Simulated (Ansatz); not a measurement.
## A computed series for AlN: pressure series

Take AlN in the zinc blende structure (space group F-43m, No. 216; a = 4.370 Å) as the base.

Cell and atoms are relaxed at each pressure.

The values are results of r2SCAN (Ansatz, a first-principles code), no SOC, not measurements.

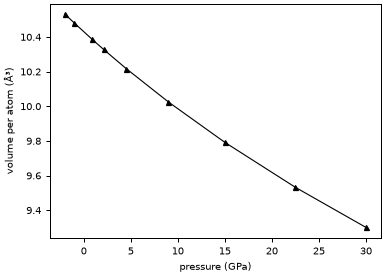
*Volume against pressure*

Problem. Estimate the zero-pressure bulk modulus from the plot.

Solution. About 210 GPa; a third-order Birch–Murnaghan fit to the points gives V₀ = 10.43 Å³/atom, B₀ = 211 GPa and B₀′ = 3.8.

Between the base and pressure 22.5 GPa the gap moves from 3.94 eV to 4.01 eV, a mean slope of 3.0 meV/GPa.

Load acts through the strain it causes; cell and atoms are relaxed under it. Stability against distortions was not tested. Tetrahedral semiconductors of this kind turn to denser phases somewhere between about 1 and 50 GPa; those were not computed, so compressed cells here can lie past the real transition. This is not the structure that AlN has at room temperature and ambient pressure.
